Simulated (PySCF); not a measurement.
**C₃H₁₁BGeS (SMILES B[CH2][GeH2][S]CC): density, localisation and related maps**

```xyz
17

B     3.1245   -0.5893    1.0318
C     2.6014    0.6234    0.2213
Ge    0.7377    0.1924   -0.3507
S    -0.5386   -0.3135    1.3824
C    -2.1203   -0.7422    0.5495
C    -2.9397    0.4861    0.2105
H     3.6327   -1.4861    0.4776
H     2.9622   -0.6362    2.1886
H     2.5224    1.5520    0.7874
H     3.1419    0.8249   -0.7032
H     0.1757    1.3933   -1.1167
H     0.6597   -0.9615   -1.3432
H    -1.8911   -1.3289   -0.3408
H    -2.6424   -1.3738    1.2667
H    -2.4067    1.1178   -0.4993
H    -3.8889    0.1882   -0.2315
H    -3.1375    1.0654    1.1092
```

Geometry: GFN2-xTB.

All numbers below come from CAM-B3LYP/def2-SVPD, SCF density, gas phase (PySCF 2.14.0).

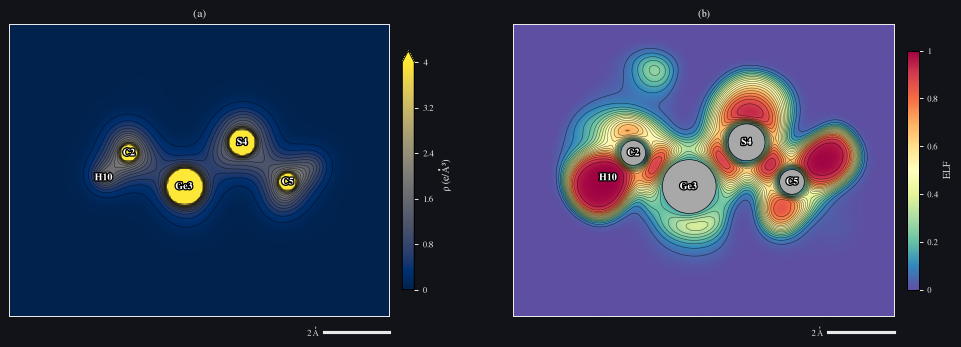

Figure 1. (a) electron density; (b) ELF on the plane of atoms Ge3, S4 and C5. Grey discs cover the atomic cores in the ELF map.

Question: Read the bonding off the picture.

Answer: Atoms in the plane: C, Ge, S and H. C–S (1.84 Å): ρ is about 1.2 e/Å³ halfway; the ELF peaks at about 0.90 between the atoms: localised, covalent bonding. C–Ge (2.00 Å): ρ is about 0.79 e/Å³ halfway; the ELF peaks at about 0.90 in the valence shell of C, 0.7 Å from its nucleus, and is about 0.70 at the midpoint. Ge–S (2.21 Å): ρ is about 0.74 e/Å³ halfway; the ELF peaks at about 0.90 in the valence shell of S, 0.9 Å from its nucleus, and is about 0.80 at the midpoint. C–H (1.09 Å): ρ is about 1.9 e/Å³ halfway; the ELF climbs to about 1 towards the hydrogen, as it does in any bond to H (an ordinary covalent bond to hydrogen). The ELF also peaks beside S4, away from the bonds: lone-pair regions.

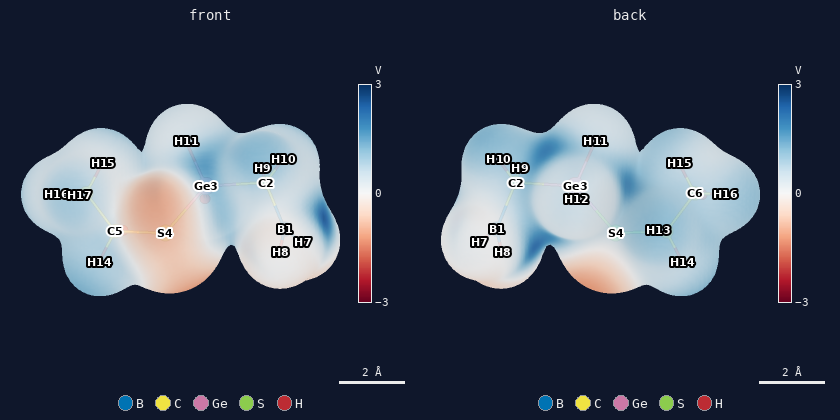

Figure 2. The molecular electrostatic potential painted on the density surface at 0.004 e/bohr³, seen from the front and from behind; red is negative and blue positive.

Question: Which sites attract a positive test charge, and which a negative one?

Answer: A positive charge is drawn to the negative regions and a negative charge to the positive ones. The most negative region (about −1.1 V) lies over S4, the most positive (about +2.2 V) over B1.
